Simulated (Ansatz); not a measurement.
**GeNH4Cl (SMILES [NH2][GeH2][Cl]) at PBE-QIDH/cc-pVDZ**

Aim: the energy change on altering one bond length of GeNH4Cl at PBE-QIDH/cc-pVDZ, from 2 runs. 

Program for the calculation: Ansatz 0.2.0.

68 further runs of the same task are left out: 68 set aside as unsound or not needed.

## (1) Starting point

GeNH4Cl has 7 atoms, charge 0, and is taken as a singlet. SMILES: `[NH2][GeH2][Cl]`. Geometry: relaxed at PBE0-D4/def2-TZVP. This is one conformer, not always the lowest.

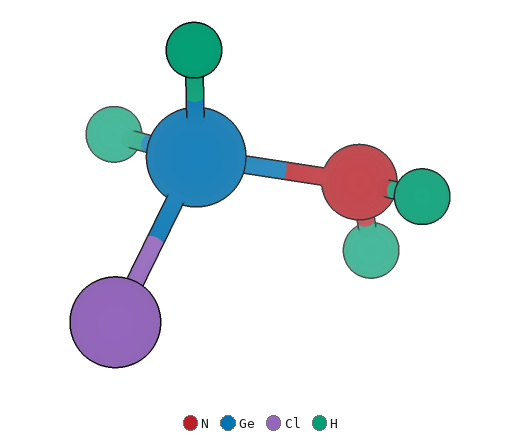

Viewed from a chosen angle; nitrogen red, germanium blue, chlorine purple, hydrogen teal.

## (2) The energy at PBE-QIDH/cc-pVDZ

The input, run.yaml:

```yaml
crystal:
  periodic: [false, false, false]
  atoms:
    - {symbol: N, position_ang: [-0.792900, 0.515500, -0.722700]}
    - {symbol: Ge, position_ang: [0.579900, 0.003300, 0.353200]}
    - {symbol: Cl, position_ang: [0.394500, -2.054600, 1.034500]}
    - {symbol: H, position_ang: [-1.700900, 0.526800, -0.279600]}
    - {symbol: H, position_ang: [-0.858900, 0.014700, -1.597700]}
    - {symbol: H, position_ang: [0.559300, 0.864900, 1.617200]}
    - {symbol: H, position_ang: [1.880200, 0.061300, -0.450600]}
basis:
  gaussian: {orbitals: cc-pVDZ}
accuracy: high
correlation: {frozen_orbitals: {Cl: 5, Ge: 9, H: 0, "N": 1}}
hamiltonian: {xc: {name: PBE-QIDH}}
output: {orbitals: {seedname: orbitals}}
```

The run is started by

```sh
$ ansatz run run.yaml --threads 1 --pin off --max-ram 3480MiB --events-out events.jsonl --progress --plain --runs-dir runs
```

Log:

```text
Warning: RAYON_NUM_THREADS=1 ignored (pool sized by the plan → 1); use --threads N
Functional definition: PBE-QIDH
  name "PBE-QIDH"
  parameter a = 3^(-1/3)
  parameter c = 1/3
  exchange = (1 - a)*pbe_x + a*exact_x
  correlation = (1 - c)*pbe_c + c*(mp2_os + mp2_ss)
1818 factors; integrals over basis functions are off by at most 4.5e-9 eV
mean field evaluation 1: about -70563.2475 eV, gradient 3.5e1 eV
mean field evaluation 2: about -70563.2554 eV, gradient 3.5e1 eV
mean field evaluation 4: about -70565.7922 eV, gradient 2.1e0 eV
mean field evaluation 8: about -70565.8058 eV, gradient 3.1e-2 eV
mean field evaluation 16: about -70565.8058 eV, gradient 4.2e-6 eV
mean field -70565.80581547 eV, -2593.2455324973 hartree, gradient 7.7e-8 eV, S^2 0.000000; 0 other end points of the search recorded, 0 dependent functions left out
15 core orbitals not correlated: weight in the atoms' cores, before any rotation towards them, 1.000 or more for the frozen orbitals, at most 0.000 for the correlated occupied ones
reference -70565.80581644 eV, -2593.2455325330 hartree; 15, 15 occupied and 49, 49 virtual orbitals, 1818 factors
second order -13.14146239 eV of doubles, -0.00000000 eV of singles
Total energy: -70570.18630390 eV, -2593.4065124781 hartree
```

It took 11 s on 1 thread of Arm Neoverse V1, shared host; peak memory 0.28 GiB.

## (3) The distorted shape, same level

The input, job.yaml:

```yaml
crystal:
  periodic: [false, false, false]
  atoms:
    - {symbol: "N", position_ang: [-1.443071, 0.486499, -0.320787]}
    - {symbol: Ge, position_ang: [-0.070271, -0.025701, 0.755113]}
    - {symbol: Cl, position_ang: [-0.255671, -2.083601, 1.436413]}
    - {symbol: H, position_ang: [-2.351071, 0.497799, 0.122313]}
    - {symbol: H, position_ang: [-1.509071, -0.014301, -1.195787]}
    - {symbol: H, position_ang: [-0.090871, 0.835899, 2.019113]}
    - {symbol: H, position_ang: [1.880200, 0.061300, -0.450600]}
basis:
  gaussian: {orbitals: cc-pVDZ}
hamiltonian: {xc: {name: PBE-QIDH}}
correlation: {frozen_orbitals: {Cl: 5, Ge: 9, H: 0, "N": 1}}
accuracy: high
output: {orbitals: {seedname: orbitals}}
```

The run is started by

```sh
$ ansatz run job.yaml --threads 1 --pin off --max-ram 3480MiB --events-out events.jsonl --progress --plain --runs-dir runs
```

Log (excerpt; [...] marks lines left out):

```text
Warning: RAYON_NUM_THREADS=1 ignored (pool sized by the plan → 1); use --threads N
Functional definition: PBE-QIDH
  name "PBE-QIDH"
[...]
1807 factors; integrals over basis functions are off by at most 4.4e-9 eV
[...]
mean field -70563.53772663 eV, -2593.1621817699 hartree, gradient 3.6e-8 eV, S^2 0.000000; 0 other end points of the search recorded, 0 dependent functions left out; unrestricted orbitals would lower it
15 core orbitals not correlated: weight in the atoms' cores, before any rotation towards them, 1.000 or more for the frozen orbitals, at most 0.000 for the correlated occupied ones
reference -70563.53772762 eV, -2593.1621818062 hartree; 15, 15 occupied and 49, 49 virtual orbitals, 1807 factors
second order -13.38829128 eV of doubles, -0.00000000 eV of singles
Total energy: -70568.00049138 eV, -2593.3261853495 hartree
```

Wall time 12 s (1 thread of Arm Neoverse V1, shared host); peak memory 0.28 GiB.

## (4) What came out

At PBE-QIDH/cc-pVDZ, 15 core orbitals frozen:

| quantity | value |
| --- | --- |
| first shape: total energy | -2593.40651 Eh |
| first shape: HOMO energy (SCF part's orbitals) | -10.11 eV |
| first shape: LUMO energy (SCF part's orbitals) | 2.47 eV |
| first shape: HOMO–LUMO gap (SCF part's orbitals) | 12.58 eV |
| distorted shape: total energy | -2593.32619 Eh |
| distorted shape: HOMO energy (SCF part's orbitals) | -9.57 eV |
| distorted shape: LUMO energy (SCF part's orbitals) | -0.19 eV |
| distorted shape: HOMO–LUMO gap (SCF part's orbitals) | 9.37 eV |
| energy change with the Ge2–H7 bond stretched from 1.530 to 2.295 Å | 2.186 eV |

In words: With the Ge2–H7 bond stretched from 1.530 to 2.295 Å the energy rises by 2.19 eV (211 kJ/mol). The first shape isn't relaxed at this level, so the change isn't measured from a minimum. The restricted solution (distorted shape) is unstable to spin breaking: an unrestricted one lies lower.
